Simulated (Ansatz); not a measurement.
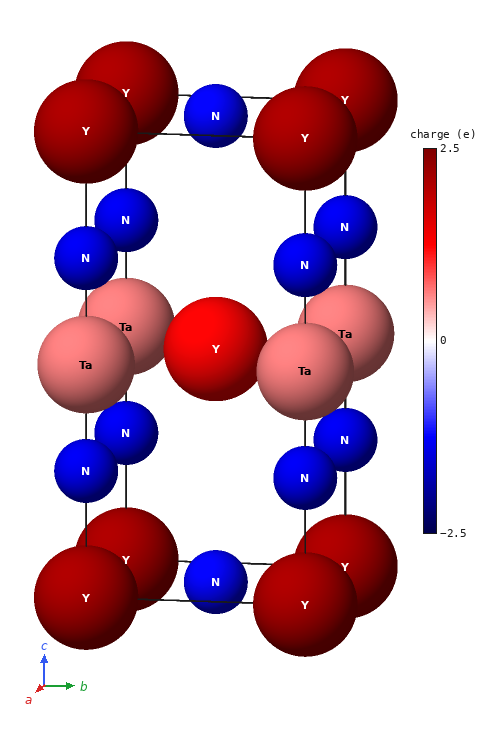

The figure gives a spheres-only picture of the atoms, viewed slightly off an axis. One simulation cell is framed, with atoms on its boundary repeated. The atoms of this Y2TaN3 cell are coloured by their Bader charge.

Method: Ansatz, DFT PBE, scalar-relativistic, plane waves, PAW; an energy cutoff of 420 eV, k-grid 10×10×6, Gaussian smearing of 0.1 eV, collinear spins. The state is ferromagnetic.

> Describe the charge distribution among the elements.

Most positive: Y; most negative: N. Charges: about Y +1.2 to +2.1 e; Ta +0.6 e; N -1.3 to -1.2 e.

Origin of the cell: a random cell made by a generator, so it need not be a real form of the compound. Earlier steps of the study, as a rule a relaxation of our own, may have changed the cell and positions, so they can lie some per cent off the listed ones. It was run through Ansatz as a DFT input.
